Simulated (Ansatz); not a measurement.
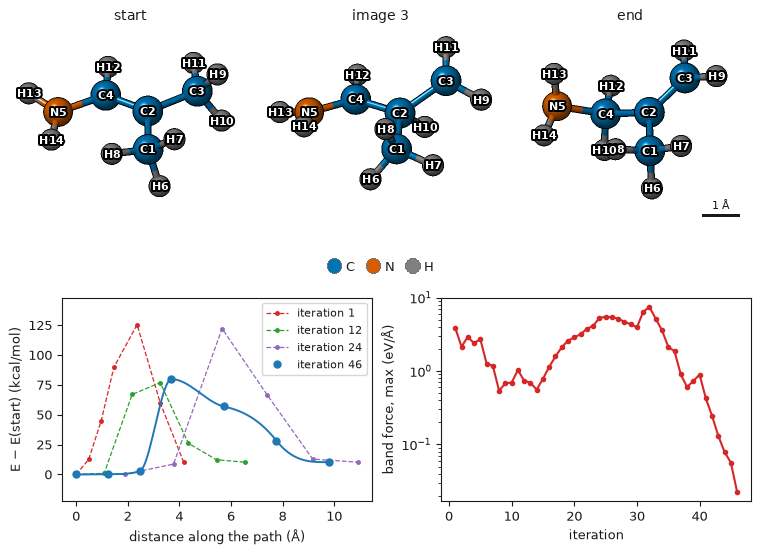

NEB run on C$_{4}$H$_{9}$N. Images are numbered from 0 (start) to 6 (end). The plot follows the band through its iterations. A ball-and-stick model, seen from a free direction.

Theory: UKS PBE-D4/6-31G in Ansatz. Settings: 5 movable images; climbing image; force threshold 0.05 eV/Å; iteration limit 49; starting path through a guess of the saddle point.

Question: How did the profile develop, and is the result final?

Answer: The result is final at these settings. The band converged in 46 iterations. The largest component of the band force went from 3.9 to 0.022 eV/Å. The climbing image converged on the top of the path. Its vibrational analysis gives one imaginary mode (848i cm⁻¹), as a transition state must have. The first iteration put the highest image at 125.5 kcal/mol. The energy climbs by 79.9 kcal/mol to image 3 and then falls by 69.5 kcal/mol, so the end point sits at +10.3 kcal/mol.

Cost: 32 min on 1 thread of Arm Neoverse N1 (shared host), peak memory 0.17 GiB.
